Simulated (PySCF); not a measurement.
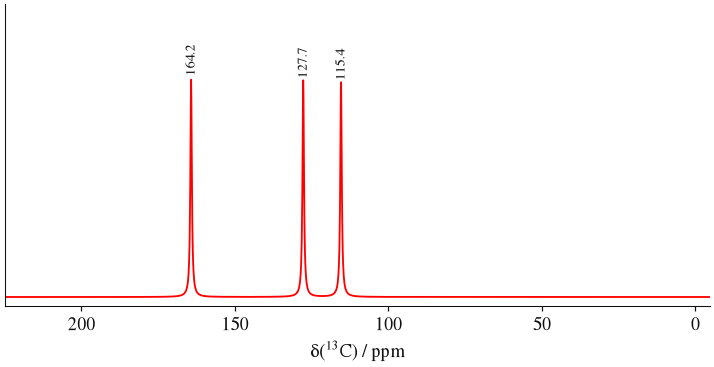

GIAO shifts, PBE0/pcSseg-1 with PySCF 2.14.0, at a GFN2-xTB geometry (no frequency check), against TMS for ¹³C computed at the same level. Gas phase, fully decoupled, line heights follow the number of nuclei, widths are arbitrary (no quadrupolar broadening); values of one conformer, averaged over methyl-type rotors and exact or near symmetry; other conformers aren't averaged in.

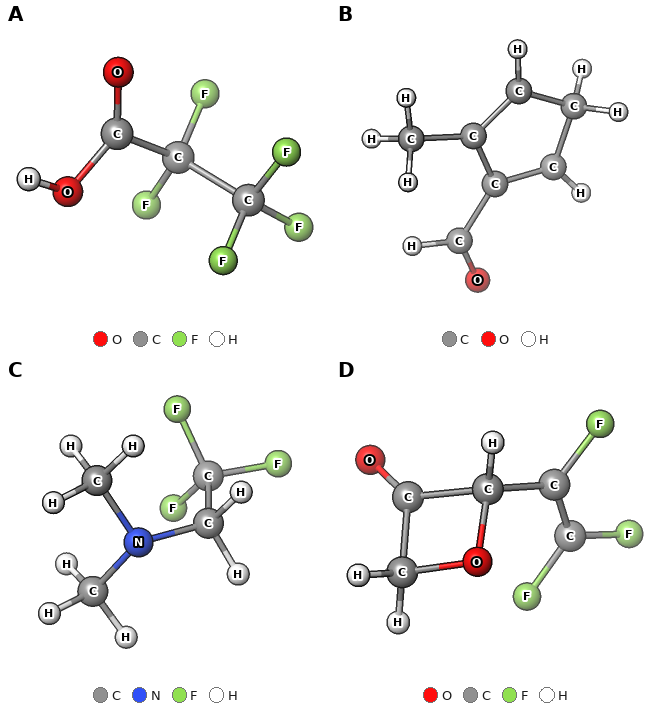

Question: Which molecule was computed? Choose among the lettered structures.

Answer: Structure A, C₃HF₅O₂ (pentafluoropropionic acid), SMILES O=C(O)C(F)(F)C(F)(F)F. Its ¹³C signals: 164.2 (1 C), 127.7 (1 C), 115.4 (1 C) ppm.

Caveats: the tight-binding geometry is rougher than a DFT one and adds to the error.
